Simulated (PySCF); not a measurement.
## Run report: CH$_{6}$ClSi$_{2}$, EPR calculation

- system: CH$_{6}$ClSi$_{2}$, multiplicity 2
- method: UKS B3LYP, IGLO-III on C Cl Si, pcH-1 on H, non-relativistic, mean-field spin-orbit, GIAO (PySCF 2.14.0)

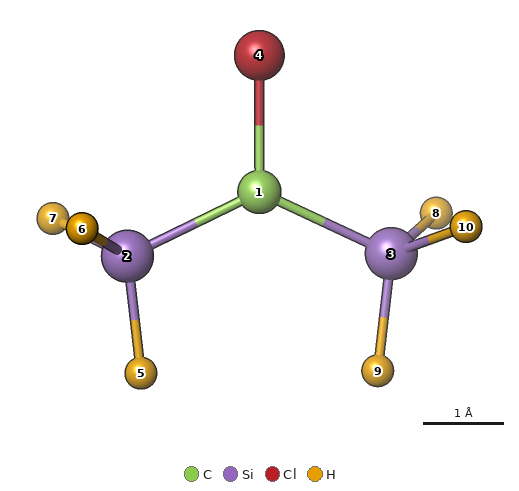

**Figure 1.** The structure as given in the input (ball-and-stick view, seen at a tilt; atoms are numbered from 1 in the order of the input).

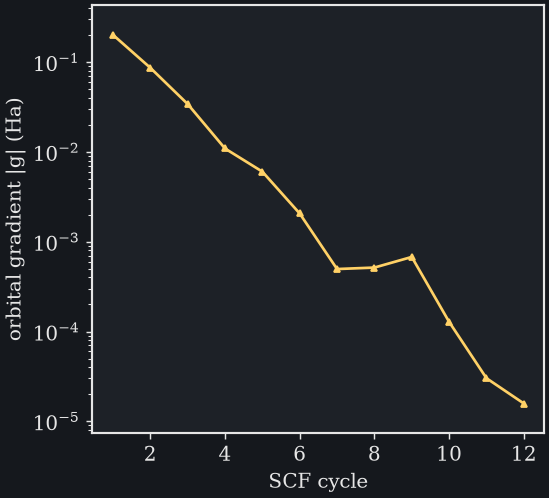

**Figure 2.** Convergence of the self-consistent field: orbital gradient |g| against the SCF cycle. All cycles printed in the log are drawn one after another.

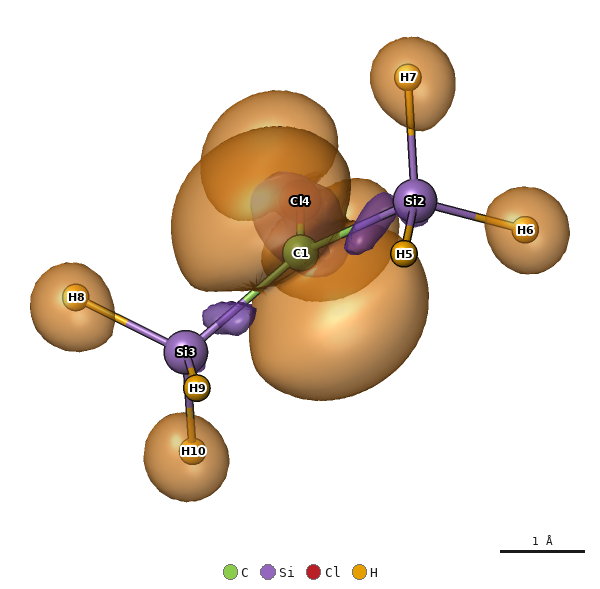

**Figure 3.** Isosurfaces of the spin density (α minus β) at +0.01 (orange) and −0.01 e/Å³ (purple), seen at an oblique angle. The unpaired spin (1 electron) lies mostly on C1 (about 0.6), Cl4 (about 0.2), Si2 (about 0.1) and Si3 (about 0.1), in electrons by Hirshfeld's partition.

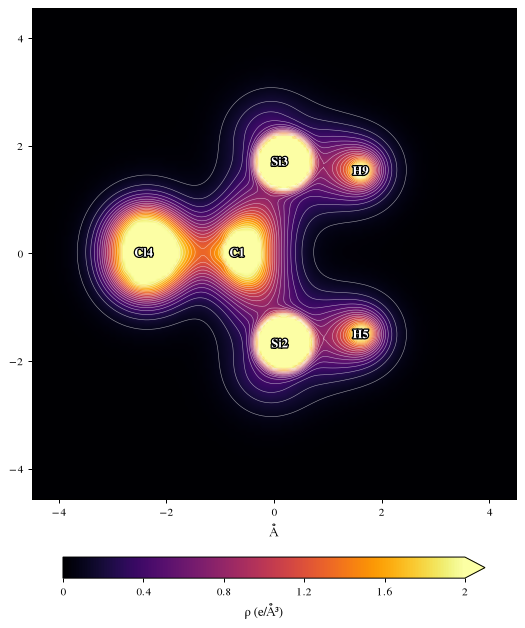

**Figure 4.** Electron density on the plane of atoms Si3, C1 and Cl4. The section cuts through C, Si, Cl and H sites. C–Cl (1.73 Å): ρ is about 1.5 e/Å³ halfway, with its minimum of 1.3 e/Å³ about 0.6 Å from C. C–Si (1.87 Å): ρ at the midpoint is about 1 e/Å³.

The input that produced these results follows, with the program's output.

**Input**
```
{"job": {"kind": "epr"}, "charge": 0, "multiplicity": 2}
C     -0.049031     0.594644    -0.302132
Si     1.705876    -0.037903    -0.194306
Si    -1.627983    -0.170207     0.340619
Cl    -0.238487     2.112627    -1.108681
H      1.698629    -1.351294     0.515435
H      2.275310    -0.206914    -1.566157
H      2.556887     0.936649     0.554894
H     -2.288671     0.756617     1.309812
H     -1.294375    -1.457779     1.018572
H     -2.572665    -0.424588    -0.789994
```

The first line tells a small driver script what to run in PySCF; the rest is the geometry in Å.

Launched with:
```bash
OMP_NUM_THREADS=1 python <driver script> task.json out
```

**What the program printed**
```
UKS, coarse grid
  cycle   1  E = -1080.93351835  |g| = 2.01e-01
  cycle   2  E = -1080.94131722  |g| = 8.63e-02
  cycle   3  E = -1080.94319029  |g| = 3.41e-02
  cycle   4  E = -1080.94366838  |g| = 1.09e-02
  cycle   5  E = -1080.94371986  |g| = 6.02e-03
  cycle   6  E = -1080.94374079  |g| = 2.06e-03
  cycle   7  E = -1080.94374329  |g| = 4.96e-04
UKS, final grid
  cycle   1  E = -1080.94378022  |g| = 5.15e-04
  cycle   2  E = -1080.94378014  |g| = 6.76e-04
  cycle   3  E = -1080.94378035  |g| = 1.28e-04
  cycle   4  E = -1080.94378036  |g| = 3.02e-05
  cycle   5  E = -1080.94378036  |g| = 1.58e-05
E = -1080.94378036 Eh   <S^2> = 0.7544 (exact 0.7500)
g shifts (ppm)      1          2          3
  rmc          -154       -154       -154
  gc              6         36         44
  oz_so        -547       8480       9965
  total        -694       8362       9856
hyperfine (MHz)  atom isotope    a_iso     a_fc   dipolar eigenvalues
    0   13C      78.56      77.87    -68.28    -66.99    135.27
    1  29Si      40.87      40.93     -1.92     -0.06      1.98
    2  29Si      40.88      40.94     -1.92     -0.06      1.98
    3  35Cl       6.27       6.27    -31.41    -23.44     54.86
    4    1H      -3.11      -3.12     -3.03     -2.48      5.51
    5    1H      53.32      53.31     -2.82     -1.95      4.77
    6    1H      54.77      54.76     -2.83     -1.93      4.76
    7    1H      53.43      53.42     -2.82     -1.95      4.77
    8    1H      -3.11      -3.11     -3.03     -2.48      5.51
    9    1H      54.69      54.69     -2.83     -1.93      4.76
```

**Results in brief**

| quantity | value |
| --- | --- |
| outcome | converged |
| total energy | −1080.943780 hartree |
| ⟨S²⟩ | 0.754 |
| isotropic g | 2.0082 |
| hardware | 1 CPU thread, shared host |
| wall time | 34 s |
| peak memory | 0.75 GiB |
